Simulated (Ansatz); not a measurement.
# UMP2/STO-3G run of AlHF (SMILES [F][AlH])

Aim: the vertical ionisation energy of AlHF at UMP2/STO-3G, from 2 runs. 

Program for the calculation: Ansatz 0.2.0.

60 further runs of the same task are left out: 60 set aside as unsound or not needed.

## (1) The structure to begin with

AlHF: 3 atoms, total charge 0, spin state doublet. As SMILES, `[F][AlH]`. The shape is that of a PBE0-D4/def2-TZVP optimisation.

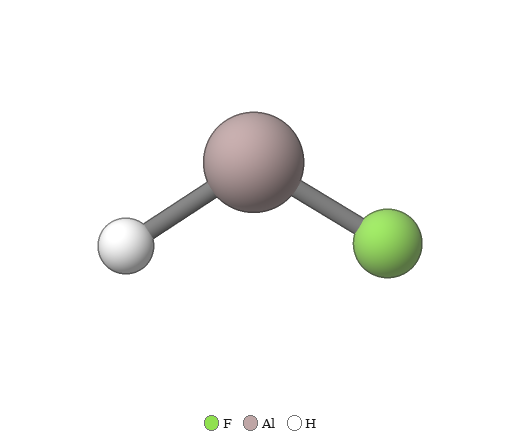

Viewed from a chosen angle; fluorine green, aluminium light grey, hydrogen white.

## (2) The energy at UMP2/STO-3G

Contents of in.yaml:

```yaml
crystal:
  periodic: [false, false, false]
  atoms:
    - {symbol: F, position_ang: [0.907100, 0.893200, 0.585600]}
    - {symbol: Al, position_ang: [-0.432500, 0.318000, -0.199500]}
    - {symbol: H, position_ang: [-0.485400, -1.276100, -0.399300]}
basis:
  gaussian:
    orbitals: STO-3G
magnetization:
  spin_polarized: true
  initial_magnetization: 1
accuracy: high
total_charge: 0
correlation:
  method: mp2
  frozen_orbitals: {Al: 5, F: 1, H: 0}
```

On the command line:

```console
$ ansatz run in.yaml --threads 1 --pin off --max-ram 2610MiB --events-out events.jsonl --progress --plain --runs-dir runs
```

The log of the run:

```text
Warning: RAYON_NUM_THREADS=1 ignored (pool sized by the plan → 1); use --threads N
Functional definition: HF
  name "HF"
  exchange = exact_x
  correlation = 0
245 factors; integrals over basis functions are off by at most 3.6e-8 eV
mean field evaluation 1: about -9184.0108 eV, gradient 1.4e1 eV
mean field evaluation 2: about -9184.0389 eV, gradient 1.4e1 eV
mean field evaluation 4: about -9186.1863 eV, gradient 1.6e0 eV
mean field evaluation 8: about -9186.2511 eV, gradient 2.1e-4 eV
mean field -9186.24898970 eV, -337.5884237081 hartree, gradient 5.6e-8 eV, S^2 0.759899; 0 other end points of the search recorded, 0 dependent functions left out
6 core orbitals not correlated: weight in the atoms' cores, before any rotation towards them, 1.000 or more for the frozen orbitals, at most 0.000 for the correlated occupied ones
reference -9186.24898970 eV, -337.5884237081 hartree; 6, 5 occupied and 3, 4 virtual orbitals, 245 factors
second order -1.03808318 eV of doubles, -0.00000000 eV of singles
Total energy: -9187.28707288 eV, -337.6265725614 hartree
```

It took 0.08 s on 1 thread of AMD EPYC 9R14 (Zen 4), shared host.

## (3) The singlet cation

Contents of molecule.yaml:

```yaml
crystal:
  periodic: [false, false, false]
  atoms:
    - {symbol: F, position_ang: [0.907100, 0.893200, 0.585600]}
    - {symbol: Al, position_ang: [-0.432500, 0.318000, -0.199500]}
    - {symbol: H, position_ang: [-0.485400, -1.276100, -0.399300]}
basis:
  gaussian:
    orbitals: STO-3G
total_charge: 1
accuracy: high
correlation:
  method: mp2
  frozen_orbitals: {Al: 5, F: 1, H: 0}
```

On the command line:

```console
$ ansatz run molecule.yaml --threads 1 --pin off --max-ram 2610MiB --events-out events.jsonl --progress --plain --runs-dir runs
```

The log of the run:

```text
Warning: RAYON_NUM_THREADS=1 ignored (pool sized by the plan → 1); use --threads N
Functional definition: HF
  name "HF"
  exchange = exact_x
  correlation = 0
245 factors; integrals over basis functions are off by at most 3.6e-8 eV
mean field evaluation 1: about -9176.2932 eV, gradient 3.0e1 eV
mean field evaluation 2: about -9176.3032 eV, gradient 3.0e1 eV
mean field evaluation 4: about -9181.7523 eV, gradient 3.1e0 eV
mean field evaluation 8: about -9181.8234 eV, gradient 7.0e-2 eV
mean field -9181.82347278 eV, -337.4257889613 hartree, gradient 2.9e-8 eV, S^2 0.000000; 0 other end points of the search recorded, 0 dependent functions left out
6 core orbitals not correlated: weight in the atoms' cores, before any rotation towards them, 1.000 or more for the frozen orbitals, at most 0.000 for the correlated occupied ones
reference -9181.82347278 eV, -337.4257889613 hartree; 5, 5 occupied and 4, 4 virtual orbitals, 245 factors
second order -1.65109841 eV of doubles, -0.00000000 eV of singles
Total energy: -9183.47457119 eV, -337.4864657088 hartree
```

Run time: 0.08 s. Hardware: 1 thread of AMD EPYC 9R14 (Zen 4), shared host.

## (4) What came out

At UMP2/STO-3G, 6 core orbitals frozen:

```
                                                   quantity          value
                                 doublet AlHF: total energy  -337.62657 Eh
  doublet AlHF: correlation energy (6 core orbitals frozen)      -38.1 mEh
            doublet AlHF: ⟨S²⟩ of the reference determinant          0.760
                               singlet cation: total energy  -337.48647 Eh
singlet cation: correlation energy (6 core orbitals frozen)      -60.7 mEh
         vertical ionisation energy (to the singlet cation)       3.813 eV
```

In words: The vertical ionisation energy comes to 3.81 eV (368 kJ/mol). Only the singlet of the ionised species was computed; a triplet could lie lower. In a minimal basis such a difference can be off by several eV, whatever the method.
